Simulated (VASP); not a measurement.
Band structure of PtB (relaxed from the zinc blende structure, space group F-43m). Level of theory: PBE GGA, VASP's PBE PAW potentials (set 64) (plane waves; VASP).

Unless said otherwise, spin-orbit coupling is left out, though it shifts the bands of the heavy elements here.

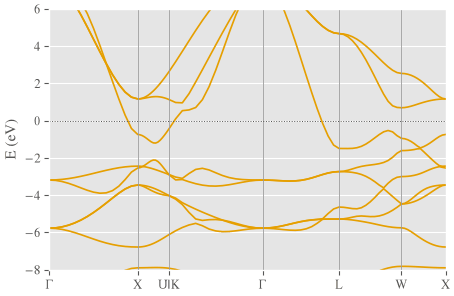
Figure. Bands along high-symmetry lines, zero at the valence-band maximum or, without a gap, the Fermi level

Q: Read the plot: is there a gap, and where are the band edges?

A: It has no gap at this level: it comes out as a metal or semimetal. (Edges off the drawn lines would not show.)

The structure was generated: PtB was put into the zinc blende type (F-43m), which need not be its known phase. It was relaxed first, which changed the volume by -16 %. The electron count is odd and the run is not spin-polarised, which forces a metal.
